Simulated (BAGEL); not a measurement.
# B3LYP/6-311+G(d,p) (density fitting with qzvpp-jkfit) run of C2H6Si (vinylsilane)

Aim: the energy change on altering one bond length of C2H6Si (vinylsilane) at B3LYP/6-311+G** (density fitting with qzvpp-jkfit), from 2 runs. 

The calculation is run with BAGEL 1.2.2.

### 1 The structure to begin with

The species is C2H6Si (9 atoms), meant as a singlet with charge 0. As SMILES, `C=C[SiH3]`. Geometry: relaxed at PBE0-D4/def2-TZVP.

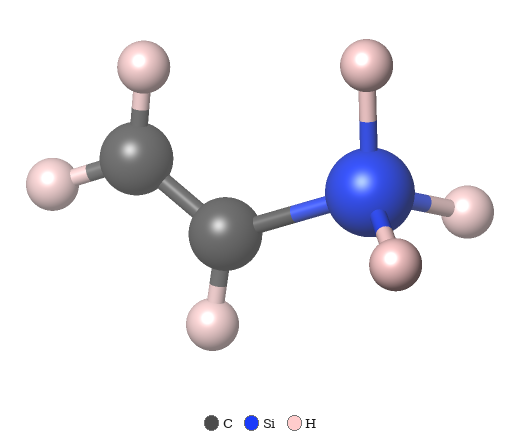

Viewed from a chosen angle; carbon dark grey, silicon blue, hydrogen pink.

### 2 The energy at B3LYP/6-311+G(d,p) (density fitting with qzvpp-jkfit)

Input file job.json:

```json
{ "bagel": [

{
  "title": "molecule",
  "basis": "6-311+gss.json",
  "df_basis": "qzvpp-jkfit",
  "angstrom": "true",
  "geometry": [
    { "atom": "C", "xyz": [   -0.713700,    0.870200,   -1.048300 ] },
    { "atom": "C", "xyz": [   -0.071300,    0.712500,    0.105600 ] },
    { "atom": "Si", "xyz": [    0.560600,   -0.932000,    0.700100 ] },
    { "atom": "H", "xyz": [   -0.905700,    0.033000,   -1.713900 ] },
    { "atom": "H", "xyz": [   -1.076700,    1.838600,   -1.381500 ] },
    { "atom": "H", "xyz": [    0.089400,    1.592000,    0.727600 ] },
    { "atom": "H", "xyz": [    2.035800,   -0.893900,    0.893800 ] },
    { "atom": "H", "xyz": [    0.223400,   -1.972400,   -0.307300 ] },
    { "atom": "H", "xyz": [   -0.053200,   -1.294300,    2.006700 ] }
  ]
},
{
  "title": "ks",
  "xc_func": "b3lyp"
},
{
  "title": "print",
  "file": "orbitals.molden",
  "orbitals": "true"
}

]}
```

The basis set 6-311+G** is read from a file made from the Basis Set Exchange's data (not shown).

Command:

```bash
$ BAGEL_NUM_THREADS=1 BAGEL job.json > job.out
```

Output:

```text
* using 1 threads per process

  ===============================================================
  ===============================================================

  *** Geometry ***

  { "atom" : "C", "xyz" : [     -1.348698,      1.644440,     -1.981000 ] },
  { "atom" : "C", "xyz" : [     -0.134737,      1.346430,      0.199555 ] },
  { "atom" : "Si", "xyz" : [      1.059380,     -1.761225,      1.322997 ] },
  { "atom" : "H", "xyz" : [     -1.711525,      0.062361,     -3.238802 ] },
  { "atom" : "H", "xyz" : [     -2.034668,      3.474450,     -2.610657 ] },
  { "atom" : "H", "xyz" : [      0.168942,      3.008444,      1.374965 ] },
  { "atom" : "H", "xyz" : [      3.847104,     -1.689226,      1.689037 ] },
  { "atom" : "H", "xyz" : [      0.422165,     -3.727296,     -0.580713 ] },
  { "atom" : "H", "xyz" : [     -0.100533,     -2.445873,      3.792113 ] },

  Number of auxiliary basis functions:      386

  Since a DF basis is specified, we compute 2- and 3-index integrals:
    o Being stored without compression. Storage requirement is 0.037 GB

  Number of basis functions:      110
  Number of electrons      :       32

    * METHOD: MOLECULE                             0.27

  *** Kohn-Sham DFT ***

    * Removing 15024 points whose weight is below 1.00e-10
    * Grid points: 119130

  === Nuclear Repulsion ===
    98.3219083629

       - DIIS with orbital gradients will be used.

  === KS iteration (b3lyp / 6-311+gss.json) ===
      0       -282.40449087          0.26832825           0.46
      1       -236.66109745          0.17634198           0.41
      2       -284.79316007          0.23949979           0.41
      3       -344.13958949          0.16449268           0.41
      4       -345.40935586          0.17231901           0.44
      5       -356.19482140          0.12992044           0.41
      6       -361.69871042          0.11976100           0.43
      7       -344.59335453          0.15451254           0.41
      8       -368.30468082          0.04905679           0.41
      9       -368.97178699          0.03259911           0.41
     10       -369.30111125          0.00853420           0.40
     11       -369.33383934          0.00287525           0.43
     12       -369.33704494          0.00053943           0.44
     13       -369.33712855          0.00020098           0.46
     14       -369.33714252          0.00004017           0.41
     15       -369.33714313          0.00000626           0.43
     16       -369.33714315          0.00000158           0.42
     17       -369.33714315          0.00000034           0.41
     18       -369.33714315          0.00000014           0.43
     19       -369.33714315          0.00000003           0.40
     20       -369.33714315          0.00000001           0.45
     21       -369.33714315          0.00000001           0.43
    * SCF iteration converged.

    * Permanent dipole moment:
           (    0.103207,    -0.212962,     0.117268) a.u.

    * METHOD: KS                                  10.11

    * METHOD: PRINT                                0.03

  ===============================================================
```

Run time: 11 s. Hardware: 1 thread of Arm Neoverse V1, shared host; peak memory 0.58 GiB.

### 3 The distorted shape, same level

Input file calc.json:

```json
{ "bagel": [

{
  "title": "molecule",
  "basis": "6-311+gss.json",
  "df_basis": "qzvpp-jkfit",
  "angstrom": true,
  "geometry": [
    { "atom": "C", "xyz": [   -0.612545,    1.182305,   -0.746095 ] },
    { "atom": "C", "xyz": [    0.029855,    1.024605,    0.407805 ] },
    { "atom": "Si", "xyz": [    0.661755,   -0.619895,    1.002305 ] },
    { "atom": "H", "xyz": [   -0.804545,    0.345105,   -1.411695 ] },
    { "atom": "H", "xyz": [   -0.975545,    2.150705,   -1.079295 ] },
    { "atom": "H", "xyz": [    0.190555,    1.904105,    1.029805 ] },
    { "atom": "H", "xyz": [    2.136955,   -0.581795,    1.196005 ] },
    { "atom": "H", "xyz": [    0.223400,   -1.972400,   -0.307300 ] },
    { "atom": "H", "xyz": [    0.047955,   -0.982195,    2.308905 ] }
  ]
},
{
  "title": "ks",
  "xc_func": "b3lyp"
},
{
  "title": "print",
  "file": "orbitals.molden",
  "orbitals": true
}

]}
```

The basis set 6-311+G** is read from a file made from the Basis Set Exchange's data (not shown).

Command:

```bash
$ BAGEL_NUM_THREADS=1 BAGEL calc.json > calc.out
```

Output:

```text
* using 1 threads per process

  ===============================================================
  ===============================================================

  *** Geometry ***

  { "atom" : "C", "xyz" : [     -1.157542,      2.234233,     -1.409915 ] },
  { "atom" : "C", "xyz" : [      0.056418,      1.936223,      0.770640 ] },
  { "atom" : "Si", "xyz" : [      1.250536,     -1.171432,      1.894082 ] },
  { "atom" : "H", "xyz" : [     -1.520370,      0.652154,     -2.667717 ] },
  { "atom" : "H", "xyz" : [     -1.843513,      4.064243,     -2.039572 ] },
  { "atom" : "H", "xyz" : [      0.360097,      3.598237,      1.946049 ] },
  { "atom" : "H", "xyz" : [      4.038260,     -1.099433,      2.260122 ] },
  { "atom" : "H", "xyz" : [      0.422165,     -3.727296,     -0.580713 ] },
  { "atom" : "H", "xyz" : [      0.090622,     -1.856080,      4.363198 ] },

  Number of auxiliary basis functions:      386

  Since a DF basis is specified, we compute 2- and 3-index integrals:
    o Being stored without compression. Storage requirement is 0.037 GB

  Number of basis functions:      110
  Number of electrons      :       32

    * METHOD: MOLECULE                             0.21

  *** Kohn-Sham DFT ***

    * Removing 14656 points whose weight is below 1.00e-10
    * Grid points: 119498

  === Nuclear Repulsion ===
    96.8907086306

       - DIIS with orbital gradients will be used.

  === KS iteration (b3lyp / 6-311+gss.json) ===
      0       -282.57469694          0.26442438           0.43
      1       -239.82801998          0.17538709           0.43
      2       -284.74296157          0.23466605           0.46
      3       -344.24428872          0.16100228           0.42
      4       -349.31880784          0.13396271           0.41
      5       -365.07316665          0.09221196           0.43
      6       -359.18988613          0.10254150           0.42
      7       -353.29916171          0.12890625           0.44
      8       -369.05055640          0.02269009           0.42
      9       -369.25586525          0.01169020           0.41
     10       -369.29666057          0.00293537           0.44
     11       -369.30055094          0.00109556           0.46
     12       -369.30099008          0.00028340           0.48
     13       -369.30102395          0.00004862           0.43
     14       -369.30102499          0.00000930           0.41
     15       -369.30102502          0.00000298           0.42
     16       -369.30102502          0.00000078           0.41
     17       -369.30102502          0.00000015           0.40
     18       -369.30102502          0.00000003           0.41
     19       -369.30102502          0.00000003           0.41
     20       -369.30102502          0.00000000           0.42
    * SCF iteration converged.

    * Permanent dipole moment:
           (    0.061441,    -0.449024,    -0.045889) a.u.

    * METHOD: KS                                   9.78

    * METHOD: PRINT                                0.03

  ===============================================================
```

Wall time 10 s (1 thread of Arm Neoverse V1, shared host); peak memory 0.58 GiB.

### 4 Results

Level: B3LYP/6-311+G** (density fitting with qzvpp-jkfit).

```
                                                          quantity          value
                                         first shape: total energy  -369.33714 Eh
                                        first shape: dipole moment         0.67 D
                                          first shape: HOMO energy       -7.77 eV
                                          first shape: LUMO energy       -0.73 eV
                                        first shape: HOMO–LUMO gap        7.05 eV
                                     distorted shape: total energy  -369.30103 Eh
                                    distorted shape: dipole moment         1.16 D
                                      distorted shape: HOMO energy       -7.89 eV
                                      distorted shape: LUMO energy       -0.84 eV
                                    distorted shape: HOMO–LUMO gap        7.06 eV
energy change with the Si3–H8 bond stretched from 1.487 to 1.933 Å       0.983 eV
```

**Reading.** With the Si3–H8 bond stretched from 1.487 to 1.933 Å the energy rises by 0.98 eV (94.8 kJ/mol). The first shape isn't relaxed at this level, so the change isn't measured from a minimum.
